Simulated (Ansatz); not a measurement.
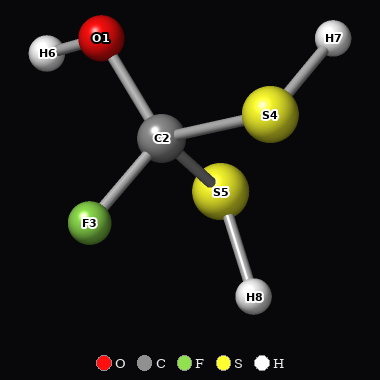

The system is CH₃FOS₂, SMILES OC(F)(S)S; the picture shows the reference structure. First axis: dihedral O1–C2–S5–H8. Second axis: dihedral O1–C2–S4–H7. Nothing is relaxed (all other coordinates rigid). Grid: 10 × 10 points. Points are written as (first, second). Energies are in kcal/mol, from the relaxed molecule at the same level. These are results of RKS r2SCAN-D4/def2-SVP (Ansatz 0.2.0), not measurements.

Its coordinates:

```csv
atom,x (Å),y (Å),z (Å)
O,0.3523,1.2331,0.7264
C,0.3217,0.0282,0.0933
F,1.3651,-0.7676,0.5050
S,0.6060,0.2553,-1.6988
S,-1.2660,-0.8188,0.5323
H,0.1604,1.0772,1.6673
H,-0.5369,0.9481,-1.8912
H,-0.9105,-2.0126,0.0098
```

Range: dihedral O1–C2–S5–H8 from −180 to 144°; dihedral O1–C2–S4–H7 from −180 to 144°.

What will the energy surface look like?

The lowest grid point is at (−180°, −72°), 0.29 kcal/mol from the relaxed molecule at the same level. Other grid points that lie below all their neighbours: (−180°, 72°) (0.42 kcal/mol higher); (72°, 36°) (1.5 kcal/mol higher); (72°, −180°) (1.5 kcal/mol higher). The highest grid point, (108°, −108°), lies 8.6 kcal/mol above the lowest.

| dihedral O1–C2–S4–H7 ↓, dihedral O1–C2–S5–H8 → | −180 | −144 | −108 | −72 | −36 | 0 | 36 | 72 | 108 | 144 |
| --- | --- | --- | --- | --- | --- | --- | --- | --- | --- | --- |
| 144 | 2.6 | 3.1 | 4.2 | 4.3 | 5.9 | 6.5 | 3.9 | 3.1 | 4.6 | 4.4 |
| 108 | 1.9 | 2.8 | 5.3 | 5.9 | 6.3 | 5.9 | 3.9 | 4.0 | 5.6 | 4.3 |
| 72 | 0.7 | 0.8 | 3.7 | 5.7 | 6.5 | 4.8 | 2.0 | 2.4 | 4.9 | 3.9 |
| 36 | 1.8 | 1.0 | 2.7 | 5.0 | 7.3 | 6.1 | 2.1 | 1.8 | 4.6 | 4.6 |
| 0 | 2.8 | 2.5 | 3.3 | 4.3 | 6.9 | 7.3 | 3.7 | 2.6 | 4.6 | 4.8 |
| −36 | 1.1 | 1.8 | 3.2 | 3.4 | 4.8 | 5.5 | 3.3 | 2.7 | 4.0 | 3.2 |
| −72 | 0.3 | 1.0 | 3.3 | 3.9 | 4.7 | 4.5 | 2.7 | 3.5 | 5.3 | 3.2 |
| −108 | 2.4 | 2.1 | 4.4 | 5.9 | 7.0 | 6.1 | 3.6 | 4.8 | 8.9 | 6.8 |
| −144 | 4.0 | 2.6 | 3.8 | 5.5 | 7.7 | 6.9 | 3.4 | 3.3 | 7.3 | 8.4 |
| −180 | 3.0 | 2.1 | 2.7 | 3.7 | 6.1 | 6.3 | 2.7 | 1.8 | 4.3 | 5.3 |

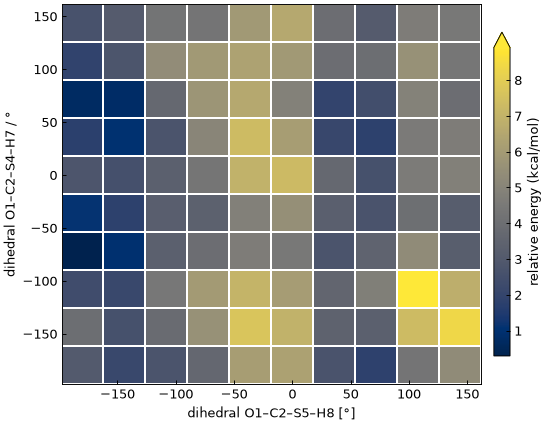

In the figure: one coloured cell a grid point, one colour for all values above the top of the scale.

Each point was launched as `ansatz run input.yaml --threads 1 --pin off --max-ram 2560MiB --backend cpu --events-out ev --progress --plain --runs-dir out`. Time for the 100 points that were run: 11 min on 1 thread of Arm Neoverse V2, with other jobs on the host.
